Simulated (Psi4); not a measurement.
Run report: CClFGeN, single-point calculation (part 1 of 2)

- system: CClFGeN, multiplicity 2, SMILES N#[C][Ge]([F])[Cl]
- method: B3LYP/aug-pcseg-3, UKS (Psi4 1.11)

The geometry comes from this level: PBE0-D4/def2-TZVP.

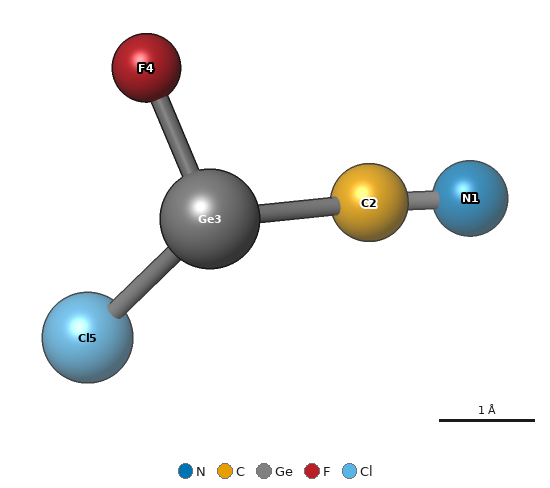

**Figure 1.** The structure as given in the input (ball-and-stick view, seen at a tilt; atoms are numbered from 1 in the order of the input). Sticks mark near contacts. Bond lengths as drawn: Cl–Ge 2.13 Å, C–Ge 1.93 Å, C–N 1.15 Å and F–Ge 1.73 Å.

The input (cclfgen.in)
```
memory 1600 mb

molecule {
  0 2
  N      2.21060162    -2.51881595     2.94230358
  C      1.22397561    -1.42674322     1.33660329
  Ge    -0.11943069     0.24037316    -1.61269227
  F     -3.25429736    -0.64817606    -1.72607584
  Cl     0.03307021     4.21427823    -1.01856238
  units bohr
  symmetry c1
}

set {
  reference uks
  puream true
  scf_type df
  dft_radial_points 99
  dft_spherical_points 590
  maxiter 100
  df_basis_scf def2-universal-jkfit
}

energy_value, wavefunction = energy("b3lyp/aug-pcseg-3", return_wfn=True)
```

Launch command:
```bash
psi4 -i cclfgen.in -o cclfgen.out -n 1
```

What the program printed
```
Psi4 1.11 release

   => Loading Basis Set <=

    Name: AUG-PCSEG-3
    Role: ORBITAL
    Keyword: BASIS

         ---------------------------------------------------------
                                   SCF
                              UKS Reference
                        1 Threads,   1525 MiB Core
         ---------------------------------------------------------

  ==> Geometry <==

    Molecular point group: c1
    Full point group: C1

    Geometry (in Bohr), charge = 0, multiplicity = 2:

       Center              X                  Y                   Z               Mass
    ------------   -----------------  -----------------  -----------------  -----------------
         N            2.365617047374    -3.171423415708     3.789538247113    14.003074004430
         C            1.378991037374    -2.079350685708     2.183837957113    12.000000000000
         GE           0.035584737374    -0.412234305708    -0.765457602887    73.921177761000
         F           -3.099281932626    -1.300783525708    -0.878841172887    18.998403162730
         CL           0.188085637374     3.561670764292    -0.171327712887    34.968852682000

  Running in c1 symmetry.

  Rotational constants: A =      0.12480  B =      0.06913  C =      0.04960 [cm^-1]
  Rotational constants: A =   3741.46465  B =   2072.56857  C =   1487.09486 [MHz]
  Nuclear repulsion =  409.391810799970472

  Charge       = 0
  Multiplicity = 2
  Electrons    = 71
  Nalpha       = 36
  Nbeta        = 35

  ==> Algorithm <==

  SCF Algorithm Type is DF.
  DIIS enabled.
  MOM disabled.
  Fractional occupation disabled.
  Guess Type is SAD.
  Energy threshold   = 1.00e-06
  Density threshold  = 1.00e-06
  Integral threshold = 1.00e-12

  ==> Primary Basis <==

  Basis Set: AUG-PCSEG-3
    Blend: AUG-PCSEG-3
    Number of shells: 111
    Number of basis functions: 437
    Number of Cartesian functions: 567
    Spherical Harmonics?: true
    Max angular momentum: 4

  ==> DFT Potential <==

   => LibXC <=

    Version 7.1.2

   => Composite Functional: B3LYP <=

    B3LYP Hyb-GGA Exchange-Correlation Functional

    Deriv               =              1
    GGA                 =           TRUE
    Meta                =          FALSE

    Exchange Hybrid     =           TRUE
    MP2 Hybrid          =          FALSE

   => Exchange Functionals <=

    0.0800   Slater exchange
    0.7200         Becke 88

   => Exact (HF) Exchange <=

    0.2000               HF

   => Correlation Functionals <=

    0.1900   Vosko, Wilk & Nusair (VWN5_RPA)
    0.8100   Lee, Yang & Parr

   => LibXC Density Thresholds  <==

    XC_HYB_GGA_XC_B3LYP:  1.00E-15

   => Molecular Quadrature <=

    Radial Scheme          =       TREUTLER
    Pruning Scheme         =           NONE
    Nuclear Scheme         =       TREUTLER

    Blocking Scheme        =         OCTREE
    BS radius alpha        =              1
    Pruning alpha          =              1
    Radial Points          =             99
    Spherical Points       =            590
    Total Points           =         284839
    Total Blocks           =           2190
    Max Points             =            256
    Max Functions          =            409
    Weights Tolerance      =       1.00E-15

   => Loading Basis Set <=

    Name: DEF2-UNIVERSAL-JKFIT
    Role: JKFIT
    Keyword: DF_BASIS_SCF

  ==> Integral Setup <==

  DFHelper Memory: AOs need 0.897 GiB; user supplied 0.897 GiB.
  SCF_SUBTYPE=INCORE selected. In-core MEM_DF algorithm will be used.
  Using in-core AOs.

  ==> MemDFJK: Density-Fitted J/K Matrices <==

    J tasked:                   Yes
    K tasked:                   Yes
    wK tasked:                   No
    Memory [MiB]:               919
    Algorithm:                 Core
    Schwarz Cutoff:           1E-12
    Mask sparsity (%):       4.5358
    Fitting Condition:        1E-10

   => Auxiliary Basis Set <=

  Basis Set: DEF2-UNIVERSAL-JKFIT
    Blend: DEF2-UNIVERSAL-JKFIT
    Number of shells: 173
    Number of basis functions: 623
    Number of Cartesian functions: 801
    Spherical Harmonics?: true
    Max angular momentum: 5

  Cached 8.4% of DFT collocation blocks in 0.225 [GiB].

  Minimum eigenvalue in the overlap matrix is 6.9872674545E-06.
  Reciprocal condition number of the overlap matrix is 6.9047064131E-07.
    Using symmetric orthogonalization.

  ==> Pre-Iterations <==

  SCF Guess: Superposition of Atomic Densities via on-the-fly atomic UHF (no occupation information).

   -------------------------
    Irrep   Nso     Nmo
   -------------------------
     A        437     437
   -------------------------
    Total     437     437
   -------------------------

  ==> Iterations <==

                           Total Energy        Delta E     RMS |[F,P]|

   @DF-UKS iter SAD: -2726.47521312087747   -2.72648e+03   0.00000e+00
   @DF-UKS iter   1: -2728.47806338289774   -2.00285e+00   6.72627e-03 DIIS/ADIIS
   @DF-UKS iter   2: -2724.27504137668484    4.20302e+00   1.42298e-02 DIIS/ADIIS
   @DF-UKS iter   3: -2730.12556863536565   -5.85053e+00   8.13697e-04 DIIS/ADIIS
   @DF-UKS iter   4: -2730.14490664455116   -1.93380e-02   4.85082e-04 DIIS/ADIIS
   @DF-UKS iter   5: -2730.16331545352750   -1.84088e-02   1.34386e-04 DIIS/ADIIS
   @DF-UKS iter   6: -2730.16411641484092   -8.00961e-04   8.71123e-05 DIIS
   @DF-UKS iter   7: -2730.16471612391888   -5.99709e-04   2.98235e-05 DIIS
   @DF-UKS iter   8: -2730.16478718180088   -7.10579e-05   1.31831e-05 DIIS
   @DF-UKS iter   9: -2730.16480192906329   -1.47473e-05   3.78025e-06 DIIS
   @DF-UKS iter  10: -2730.16480365547295   -1.72641e-06   1.51415e-06 DIIS
   @DF-UKS iter  11: -2730.16480394111295   -2.85640e-07   4.14860e-07 DIIS
  Energy and wave function converged.

  ==> Post-Iterations <==

   Electrons on quadrature grid:
      Nalpha   =   36.0000003224 ; deviation = 3.224e-07
      Nbeta    =   35.0000003330 ; deviation = 3.330e-07
      Ntotal   =   71.0000006554 ; deviation = 6.554e-07

   @Spin Contamination Metric:   2.327205150E-03
   @S^2 Expected:                7.500000000E-01
   @S^2 Observed:                7.523272052E-01
   @S   Expected:                5.000000000E-01
   @S   Observed:                5.000000000E-01

    Orbital Energies [Eh]
    ---------------------

    Alpha Occupied:

       1A   -398.735595     2A   -101.551038     3A    -49.808272
       4A    -44.324332     5A    -44.323009     6A    -44.322816
       7A    -24.700732     8A    -14.359355     9A    -10.236564
      10A     -9.496496    11A     -7.256821    12A     -7.250171
      13A     -7.249401    14A     -6.309962    15A     -4.483164
      16A     -4.480348    17A     -4.479848    18A     -1.320013
      19A     -1.307487    20A     -1.306134    21A     -1.304751
      22A     -1.303564    23A     -1.189337    24A     -0.941765
      25A     -0.869305    26A     -0.636585    27A     -0.518786
      28A     -0.478048    29A     -0.464078    30A     -0.441083
      31A     -0.401391    32A     -0.394344    33A     -0.384999
      34A     -0.375626    35A     -0.368784    36A     -0.294012

    Alpha Virtual:

      37A     -0.068855    38A     -0.065772    39A     -0.016372
      40A      0.003198    41A      0.008284    42A      0.008763
      43A      0.015643    44A      0.027460    45A      0.032203
      46A      0.032927    47A      0.036197    48A      0.042008
      49A      0.042711    50A      0.050929    51A      0.062582
      52A      0.066827    53A      0.073414    54A      0.075853
      55A      0.079688    56A      0.081226    57A      0.087080
      58A      0.091218    59A      0.092942    60A      0.098243
      61A      0.101995    62A      0.106051    63A      0.110603
      64A      0.115311    65A      0.128517    66A      0.130278
      67A      0.145114    68A      0.151796    69A      0.155923
      70A      0.166518    71A      0.168027    72A      0.177846
      73A      0.179863    74A      0.184666    75A      0.189386
      76A      0.198088    77A      0.199258    78A      0.208867
      79A      0.215839    80A      0.216828    81A      0.220938
      82A      0.227921    83A      0.229472    84A      0.238290
      85A      0.247862    86A      0.254433    87A      0.255271
      88A      0.270597    89A      0.273490    90A      0.278229
      91A      0.283018    92A      0.295596    93A      0.299736
      94A      0.300492    95A      0.310019    96A      0.314741
      97A      0.319410    98A      0.321976    99A      0.334749
     100A      0.336565   101A      0.344157   102A      0.353671
     103A      0.355689   104A      0.361609   105A      0.362550
     106A      0.375790   107A      0.379572   108A      0.384669
     109A      0.389356   110A      0.399261   111A      0.401848
     112A      0.405881   113A      0.407843   114A      0.418721
     115A      0.424497   116A      0.427002   117A      0.433178
     118A      0.436269   119A      0.441308   120A      0.447044
     121A      0.458217   122A      0.465403   123A      0.474578
     124A      0.480841   125A      0.486246   126A      0.501382
     127A      0.506067   128A      0.514875   129A      0.518783
     130A      0.530350   131A      0.539429   132A      0.545831
     133A      0.548093   134A      0.551090   135A      0.558058
     136A      0.571417   137A      0.574899   138A      0.585703
     139A      0.590396   140A      0.602515   141A      0.609786
     142A      0.612834   143A      0.616637   144A      0.622872
     145A      0.626196   146A      0.635308   147A      0.644908
     148A      0.650977   149A      0.653713   150A      0.657981
     151A      0.669734   152A      0.675200   153A      0.686346
     154A      0.688726   155A      0.693443   156A      0.700859
     157A      0.710368   158A      0.718286   159A      0.728370
     160A      0.736051   161A      0.743245   162A      0.746473
     163A      0.756121   164A      0.770620   165A      0.783287
     166A      0.787757   167A      0.790419   168A      0.796871
     169A      0.800299   170A      0.811583   171A      0.820589
     172A      0.823923   173A      0.828465   174A      0.838505
     175A      0.850106   176A      0.856264   177A      0.871002
     178A      0.882135   179A      0.883881   180A      0.890869
     181A      0.894318   182A      0.901363   183A      0.916879
     184A      0.936271   185A      0.944582   186A      0.963478
     187A      0.966546   188A      0.972438   189A      0.978642
     190A      0.985669   191A      0.994539   192A      1.006639
     193A      1.027153   194A      1.030345   195A      1.038940
     196A      1.056908   197A      1.058269   198A      1.071527
     199A      1.075875   200A      1.094061   201A      1.095910
     202A      1.112998   203A      1.117623   204A      1.132155
     205A      1.141439   206A      1.147556   207A      1.164453
     208A      1.171087   209A      1.186042   210A      1.199663
     211A      1.211576   212A      1.222725   213A      1.228624
     214A      1.256177   215A      1.276789   216A      1.292672
     217A      1.298728   218A      1.319781   219A      1.346155
     220A      1.362055   221A      1.366985   222A      1.381280
     223A      1.385082   224A      1.411030   225A      1.424972
     226A      1.461473   227A      1.471969   228A      1.491396
     229A      1.507709   230A      1.520445   231A      1.545677
     232A      1.572793   233A      1.597297   234A      1.604856
     235A      1.624115   236A      1.641719   237A      1.703668
     238A      1.708390   239A      1.730411   240A      1.738700
     241A      1.775823   242A      1.797558   243A      1.813701
     244A      1.862961   245A      1.871299   246A      1.899019
     247A      1.910605   248A      1.917686   249A      1.949943
     250A      1.958616   251A      1.991567   252A      2.014877
     253A      2.042708   254A      2.064653   255A      2.072959
     256A      2.083718   257A      2.161284   258A      2.193341
     259A      2.220883   260A      2.248134   261A      2.261516
     262A      2.286396   263A      2.304600   264A      2.341018
     265A      2.359841   266A      2.374556   267A      2.382835
     268A      2.425289   269A      2.453568   270A      2.479050
     271A      2.559113   272A      2.592135   273A      2.614473
     274A      2.645538   275A      2.682427   276A      2.708440
     277A      2.737561   278A      2.759830   279A      2.776980
     280A      2.788226   281A      2.823589   282A      2.832584
     283A      2.848936   284A      2.860293   285A      2.889836
     286A      2.950568   287A      3.011955   288A      3.035308
     289A      3.051388   290A      3.058638   291A      3.265273
     292A      3.275720   293A      3.401250   294A      3.410713
     295A      3.436236   296A      3.491581   297A      3.514082
     298A      3.558294   299A      3.596806   300A      3.634528
     301A      3.651846   302A      3.698810   303A      3.749118
     304A      3.752254   305A      3.756337   306A      3.757166
     307A      3.789115   308A      3.799522   309A      3.830868
     310A      3.863959   311A      3.870075   312A      3.879316
     313A      3.898871   314A      3.931159   315A      3.960636
     316A      3.968520   317A      3.982902   318A      4.061849
     319A      4.089434   320A      4.103238   321A      4.144566
     322A      4.188457   323A      4.217268   324A      4.238160
     325A      4.264453   326A      4.308627   327A      4.439486
     328A      4.488448   329A      4.494772   330A      4.528810
     331A      4.614568   332A      4.689595   333A      4.843725
     334A      4.877538   335A      4.900010   336A      4.940334
     337A      5.005575   338A      5.068916   339A      5.083456
     340A      5.101934   341A      5.150211   342A      5.213974
```
